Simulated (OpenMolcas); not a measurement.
## Relativistic diatomic calculation: RuF⁺ (part 2 of 2)

The same run, continued: RuF⁺. Method: SA-CASSCF(12,9)/XMS-CASPT2 + RASSI spin-orbit (X2C scalar, AMFI), ANO-RCC-VDZP (OpenMolcas).

## Log (extracts), continued
```
++ Dipole transition strengths (spin-free states):
     for osc. strength at least  1.00000000E-05
      From   To        Osc. strength     Einstein coefficients Ax, Ay, Az (sec-1)    Total A (sec-1)
         1   19       3.12876439E-05  6.19184893E+02  7.15245089E+01  0.00000000E+00  6.90709402E+02
         1   20       3.12876433E-05  7.15245056E+01  6.19184884E+02  0.00000000E+00  6.90709390E+02
         2   19       3.12563618E-05  7.13103284E+01  6.17330038E+02  0.00000000E+00  6.88640366E+02
         2   20       3.12563612E-05  6.17330032E+02  7.13103215E+01  0.00000000E+00  6.88640353E+02
        10   16       1.51880395E-05  0.00000000E+00  0.00000000E+00  6.01893109E+02  6.01893109E+02
         6   16       3.79565702E-05  1.60461192E-01  6.42422223E+02  0.00000000E+00  6.42582684E+02
         7   16       3.79569482E-05  6.42428412E+02  1.60625920E-01  0.00000000E+00  6.42589038E+02
        11   18       1.20633598E-05  0.00000000E+00  0.00000000E+00  2.50514823E+02  2.50514823E+02
 Electric-quadrupole - electric-quadrupole not included
 Electric-dipole - electric-octupole not included
 Electric-dipole - magnetic-quadrupole not included
   Eigenvalues of complex Hamiltonian:
  (Shifted by EMIN (a.u.) =      -4627.7619568134)
 SO State       Relative EMIN(au)   Rel lowest level(eV)    D:o, cm**(-1)      Omega
     1            -0.0053554143        0.0000000000              0.0000         4.0
     2            -0.0053553848        0.0000008043              0.0065         4.0
     3            -0.0030024478        0.0640274814            516.4165         3.0
     4            -0.0030024477        0.0640274846            516.4165         3.0
     5            -0.0008874965        0.1215782383            980.5946         2.0
     6            -0.0005998324        0.1294059778           1043.7296         2.0
     7             0.0014228686        0.1844464763           1487.6612         1.0
     8             0.0014228698        0.1844465077           1487.6614         1.0
     9             0.0034815595        0.2404663081           1939.4916         0.0
    10             0.0035597883        0.2425950231           1956.6608         0.0
    11             0.0237406436        0.7917440709           6385.8466         3.0
    12             0.0237406438        0.7917440756           6385.8466         3.0
    13             0.0248557719        0.8220882576           6630.5890         2.0
    14             0.0249258542        0.8239952929           6645.9702         2.0
    15             0.0255804436        0.8418075788           6789.6360         1.0
    16             0.0255804470        0.8418076728           6789.6368         1.0
    17             0.0257417698        0.8461974891           6825.0430         0.0
    18             0.0271293321        0.8839549832           7129.5778         1.0
    19             0.0271293356        0.8839550783           7129.5785         1.0
    20             0.0273664408        0.8904070378           7181.6171         0.0
    21             0.0303858535        0.9725694442           7844.3016         4.0
    22             0.0303963069        0.9728538957           7846.5958         4.0
    23             0.0317489301        1.0096606479           8143.4623         0.3
    24             0.0337189284        1.0632670316           8575.8270         1.0
    25             0.0337189303        1.0632670846           8575.8274         1.0
    26             0.0362965274        1.1334070752           9141.5446         3.0
    27             0.0362965395        1.1334074026           9141.5472         3.0
    28             0.0425786814        1.3043531933          10520.3180         2.0
    29             0.0427635465        1.3093836292          10560.8912         2.0
    30             0.0446458371        1.3606033647          10974.0062         2.0
    31             0.0447457617        1.3633224529          10995.9371         2.0
    32             0.0462473816        1.4041836128          11325.5046         1.0
    33             0.0462473861        1.4041837346          11325.5056         1.0
    34             0.0474162220        1.4359893797          11582.0354         2.0
    35             0.0474199412        1.4360905835          11582.8517         2.0
    36             0.0478053620        1.4465784176          11667.4418         0.1
    37             0.0480461351        1.4531301878          11720.2854         1.0
    38             0.0480461363        1.4531302214          11720.2856         1.0
    39             0.0491506006        1.4831842256          11962.6875         3.0
    40             0.0491506069        1.4831843957          11962.6889         3.0
    41             0.0497131504        1.4984919857          12086.1530         0.1
    42             0.0512383486        1.5399947419          12420.8953         0.1
    43             0.0541391572        1.6189297666          13057.5492         2.0
    44             0.0541797223        1.6200335969          13066.4522         2.0
    45             0.0559651283        1.6686169703          13458.3035         5.0
    46             0.0559651432        1.6686173749          13458.3068         5.0
    47             0.0583107972        1.7324458732          13973.1183         1.0
    48             0.0583108860        1.7324482899          13973.1378         1.0
    49             0.0601188875        1.7816465170          14369.9483         0.5
    50             0.0604534262        1.7907497771          14443.3710         4.0
    51             0.0612108675        1.8113608054          14609.6102         3.9
    52             0.0623050988        1.8411363571          14849.7662         1.0
    53             0.0623052034        1.8411392031          14849.7891         1.0
    54             0.0633234067        1.8688459247          15073.2589         0.1
    55             0.0653524781        1.9240597722          15518.5886         2.9
    56             0.0653525520        1.9240617829          15518.6048         2.9
    57             0.0661305926        1.9452333449          15689.3650         2.0
    58             0.0664598711        1.9541934699          15761.6333         2.0
    59             0.0671081193        1.9718332032          15903.9073         1.1
    60             0.0671081592        1.9718342887          15903.9161         1.1
    61             0.0684602787        2.0086273346          16200.6720         0.3
    62             0.0698143454        2.0454733673          16497.8553         0.5
    63             0.0699549598        2.0492996790          16528.7166         1.2
    64             0.0699550004        2.0493007848          16528.7255         1.2
    65             0.0750773031        2.1886857420          17652.9410         0.1
    66             0.0763855217        2.2242841824          17940.0618         1.0
    67             0.0763855528        2.2242850294          17940.0686         1.0
    68             0.0776787543        2.2594748348          18223.8936         0.1
    69             0.0780607609        2.2698697645          18307.7343         1.0
    70             0.0780609585        2.2698751416          18307.7777         1.0
    71             0.0801157528        2.3257889419          18758.7529         0.4
    72             0.0817663494        2.3707039621          19121.0170         1.0
    73             0.0817665180        2.3707085511          19121.0540         1.0
 Weights of the five most important spin-orbit-free states for each spin-orbit state.
 SO State  Total energy (au)           Spin-free states, spin, and weights
    1        -0.005355       1 2.0  0.4918    2 2.0  0.4896    4 1.0  0.0093    5 1.0  0.0093   13 1.0  0.0000
    2        -0.005355       1 2.0  0.4918    2 2.0  0.4896    5 1.0  0.0093    4 1.0  0.0093   14 1.0  0.0000
    3        -0.003002       2 2.0  0.4957    1 2.0  0.4861    4 1.0  0.0070   19 2.0  0.0043   20 2.0  0.0043
    4        -0.003002       2 2.0  0.4957    1 2.0  0.4861    5 1.0  0.0070   20 2.0  0.0043   19 2.0  0.0043
    5        -0.000887       2 2.0  0.6024    1 2.0  0.3750   20 2.0  0.0069   19 2.0  0.0069   18 1.0  0.0037
    6        -0.000600       1 2.0  0.6052    2 2.0  0.3764   19 2.0  0.0064   20 2.0  0.0064    4 1.0  0.0010
    7         0.001423       1 2.0  0.4930    2 2.0  0.4823   19 2.0  0.0139    6 1.0  0.0030    9 1.0  0.0026
    8         0.001423       1 2.0  0.4930    2 2.0  0.4823   20 2.0  0.0139    7 1.0  0.0030    8 1.0  0.0026
    9         0.003482       2 2.0  0.4849    1 2.0  0.4830   20 2.0  0.0055   19 2.0  0.0055    9 1.0  0.0050
   10         0.003560       2 2.0  0.4879    1 2.0  0.4859   20 2.0  0.0047   19 2.0  0.0047    9 1.0  0.0045
   11         0.023741      19 2.0  0.4903   20 2.0  0.4883   12 1.0  0.0050   11 1.0  0.0048    2 2.0  0.0047
   12         0.023741      20 2.0  0.4903   19 2.0  0.4883   12 1.0  0.0050   11 1.0  0.0048    2 2.0  0.0047
   13         0.024856      19 2.0  0.4825   20 2.0  0.4825    3 2.0  0.0126    2 2.0  0.0094    1 2.0  0.0049
   14         0.024926      19 2.0  0.4839   20 2.0  0.4839    3 2.0  0.0128    1 2.0  0.0084    2 2.0  0.0044
   15         0.025580      19 2.0  0.8376   20 2.0  0.0962    3 2.0  0.0277   10 1.0  0.0143   15 1.0  0.0083
   16         0.025580      20 2.0  0.8376   19 2.0  0.0962    3 2.0  0.0277   10 1.0  0.0143   15 1.0  0.0083
   17         0.025742      20 2.0  0.4487   19 2.0  0.4487   10 1.0  0.0378    3 2.0  0.0324   15 1.0  0.0137
   18         0.027129      20 2.0  0.5162   19 2.0  0.4108   10 1.0  0.0443   15 1.0  0.0104    7 1.0  0.0089
   19         0.027129      19 2.0  0.5162   20 2.0  0.4108   10 1.0  0.0443   15 1.0  0.0104    6 1.0  0.0089
   20         0.027366      19 2.0  0.4919   20 2.0  0.4919    1 2.0  0.0043    2 2.0  0.0042   17 1.0  0.0039
   21         0.030386       4 1.0  0.4846    5 1.0  0.4846    2 2.0  0.0100    1 2.0  0.0085   13 1.0  0.0075
   22         0.030396       4 1.0  0.4862    5 1.0  0.4862    2 2.0  0.0096    1 2.0  0.0089   14 1.0  0.0070
   23         0.031749      10 1.0  0.8087    7 1.0  0.0442    6 1.0  0.0442    3 2.0  0.0277   21 0.0  0.0182
   24         0.033719      10 1.0  0.8301    7 1.0  0.0723   19 2.0  0.0289   20 2.0  0.0286    3 2.0  0.0258
   25         0.033719      10 1.0  0.8301    6 1.0  0.0723   20 2.0  0.0289   19 2.0  0.0286    3 2.0  0.0258
   26         0.036297       5 1.0  0.7083    4 1.0  0.2693   13 1.0  0.0048   14 1.0  0.0043    1 2.0  0.0038
   27         0.036297       4 1.0  0.7083    5 1.0  0.2693   13 1.0  0.0048   14 1.0  0.0043    1 2.0  0.0038
   28         0.042579       4 1.0  0.4867    5 1.0  0.4867    7 1.0  0.0081    6 1.0  0.0081   18 1.0  0.0055
   29         0.042764       4 1.0  0.4843    5 1.0  0.4843    7 1.0  0.0126    6 1.0  0.0126   12 1.0  0.0037
   30         0.044646       6 1.0  0.4828    7 1.0  0.4828   11 1.0  0.0210   12 1.0  0.0064   19 2.0  0.0018
   31         0.044746       7 1.0  0.4657    6 1.0  0.4657    4 1.0  0.0208    5 1.0  0.0208   12 1.0  0.0162
   32         0.046247       7 1.0  0.5215    6 1.0  0.2434    3 2.0  0.0901   10 1.0  0.0533   23 0.0  0.0437
   33         0.046247       6 1.0  0.5215    7 1.0  0.2434    3 2.0  0.0901   10 1.0  0.0533   22 0.0  0.0437
   34         0.047416       3 2.0  0.9846   19 2.0  0.0062   20 2.0  0.0062    9 1.0  0.0011    8 1.0  0.0011
   35         0.047420       3 2.0  0.9846   19 2.0  0.0063   20 2.0  0.0063    9 1.0  0.0011    8 1.0  0.0011
   36         0.047805       3 2.0  0.8822    6 1.0  0.0280    7 1.0  0.0280   19 2.0  0.0194   20 2.0  0.0194
   37         0.048046       3 2.0  0.8413   10 1.0  0.0415    6 1.0  0.0398   20 2.0  0.0219    7 1.0  0.0151
   38         0.048046       3 2.0  0.8413   10 1.0  0.0415    7 1.0  0.0398   19 2.0  0.0219    6 1.0  0.0151
   39         0.049151      12 1.0  0.4946   11 1.0  0.4923
```

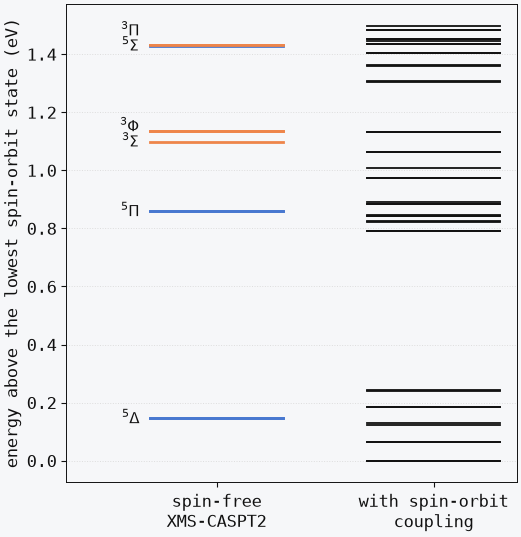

Figure 2. States up to 1.5 eV at 1.827 Å, without spin-orbit coupling (left, a colour for each spin multiplicity) and with it (right, where close levels merge). The spin-free states run ⁵Δ (0.00 eV), ⁵Π (0.71 eV), ³Σ (0.95 eV), ³Φ (0.99 eV), ⁵Σ (1.28 eV), ³Π (1.28 eV) from the lowest. The lowest spin-orbit levels have |Ω| = 4 (0 cm⁻¹), 3 (516 cm⁻¹), 2 (981 cm⁻¹), 2 (1,044 cm⁻¹), 1 (1,488 cm⁻¹).

## Results in brief

```tsv
quantity	value
outcome	converged; components of a degenerate state are split by 166 cm⁻¹
lowest spin-free state	⁵Δ
lowest spin-orbit level	Ω = 4, −4627.76731 hartree
next level	Ω = 3, 516 cm⁻¹
wall time	67 s
peak memory	0.31 GiB
```

## Remarks

To bear in mind: the two components of ³Γ at 1.66 eV, degenerate in CASSCF as they must be, are split by 166 cm⁻¹ in XMS-CASPT2, an artefact that passes into its spin-orbit levels; some states lack their degenerate partner or have no clean Λ, as happens where the state averages cut through terms; 18 of the 73 spin-orbit states have no clean Ω, so their splittings aren't to be trusted.
